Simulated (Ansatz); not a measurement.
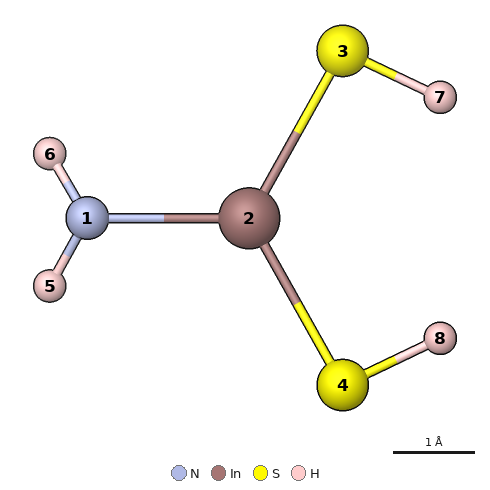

Computed geometry: PBE0-D4/def2-TZVP optimisation.

Question: How are the neighbours of atom 2 arranged?

Answer: In2 has 3 neighbours (N1 at 2.01, S3 at 2.38, S4 at 2.38 Å); the arrangement is trigonal planar.

Question: How are the neighbours of atom 3 arranged?

Answer: S3 has 2 neighbours (In2 at 2.38, H7 at 1.34 Å); the arrangement is bent.
